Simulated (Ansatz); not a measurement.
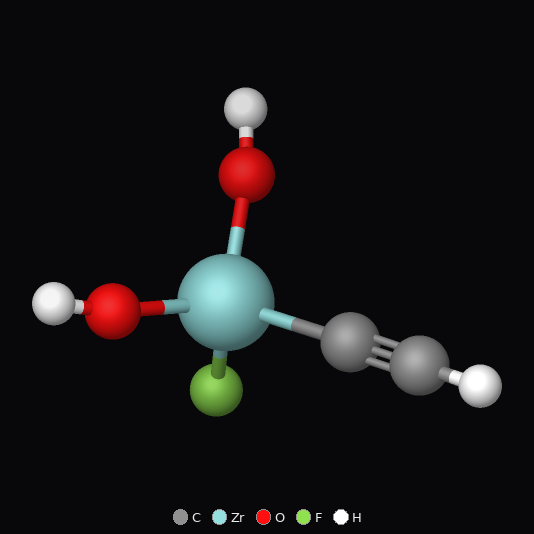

The structure as it stands in the input.

Input file:

```yaml
crystal:
  periodic: [false, false, false]
  atoms:
    - {symbol: C, position_ang: [2.423932, -0.441687, -1.183098]}
    - {symbol: C, position_ang: [1.326690, -0.161583, -0.742964]}
    - {symbol: Zr, position_ang: [-0.667068, 0.377907, 0.022136]}
    - {symbol: O, position_ang: [-1.766950, -1.175984, -0.062238]}
    - {symbol: O, position_ang: [-0.456175, 1.017671, 1.804417]}
    - {symbol: F, position_ang: [-1.413983, 1.753350, -1.070359]}
    - {symbol: H, position_ang: [3.387367, -0.686366, -1.571109]}
    - {symbol: H, position_ang: [-2.354951, -1.913651, 0.070483]}
    - {symbol: H, position_ang: [-0.478862, 1.230342, 2.732722]}
basis:
  gaussian: {orbitals: def2-SVP}
hamiltonian: {xc: {name: r2SCAN50}}
output: {forces: true}
```

Command:

```sh
ansatz run in.yaml --threads 4 --pin off --events-out ev --progress --plain --max-ram 10444MiB
```

What the program printed:

```
Functional definition: r2SCAN50
  name "r2SCAN50"
  cite "Bursch, Neugebauer, Ehlert & Grimme, J. Chem. Phys. 156, 134105 (2022) doi:10.1063/5.0086040"
  cite "Furness, Kaplan, Ning, Perdew & Sun, J. Phys. Chem. Lett. 11, 8208 (2020) doi:10.1021/acs.jpclett.0c02405"
  cite "Furness, Kaplan, Ning, Perdew & Sun, J. Phys. Chem. Lett. 11, 9248 (2020) doi:10.1021/acs.jpclett.0c03077"
  parent r2scan
  parameter a = 0.5
  parameter k0 = 0.174
  parameter k1 = 0.065
  parameter a1 = 4.9479
  exchange = (1 - a)*r2scan_x(k0 = k0, k1 = k1, a1 = a1) + a*exact_x
  correlation = r2scan_c
1161 factors; integrals over basis functions are off by at most 1.2e-3 eV
mean field evaluation 1: about -10192.0445 eV, gradient 7.5e1 eV
mean field evaluation 2: about -10183.6185 eV, gradient 1.0e2 eV
mean field evaluation 4: about -10202.5715 eV, gradient 4.1e0 eV
mean field evaluation 8: about -10203.0164 eV, gradient 4.6e-1 eV
mean field evaluation 16: about -10203.0169 eV, gradient 1.4e-4 eV
mean field -10203.01685036 eV, -374.9539533977 hartree, gradient 2.8e-5 eV, S^2 0.000000; 0 other end points of the search recorded, 0 dependent functions left out
the calculation of the forces begins
reference -10203.01687009 eV, -374.9539541227 hartree; 26, 26 occupied and 90, 90 virtual orbitals, 1161 factors
Total energy: -10203.01687009 eV, -374.9539541227 hartree
Atom 0 at     2.423932    -0.441687    -1.183098 Å, force    -0.185310     0.049061     0.072116 eV/Å
Atom 1 at     1.326690    -0.161583    -0.742964 Å, force     0.134157    -0.033556    -0.054563 eV/Å
Atom 2 at    -0.667068     0.377907     0.022136 Å, force    -0.214563     0.037844     0.102612 eV/Å
Atom 3 at    -1.766950    -1.175984    -0.062238 Å, force    -0.072429    -0.031957     0.133248 eV/Å
Atom 4 at    -0.456175     1.017671     1.804417 Å, force    -0.090714    -0.058329     0.102837 eV/Å
Atom 5 at    -1.413983     1.753350    -1.070359 Å, force     0.085910    -0.162460     0.130904 eV/Å
Atom 6 at     3.387367    -0.686366    -1.571109 Å, force     0.072701    -0.020123    -0.027392 eV/Å
Atom 7 at    -2.354951    -1.913651     0.070483 Å, force     0.236224     0.280462    -0.088056 eV/Å
Atom 8 at    -0.478862     1.230342     2.732722 Å, force     0.034025    -0.060942    -0.371707 eV/Å
Dipole moment:    -0.145407    -0.360772     0.533141 e Å
```

Self-consistency was reached.
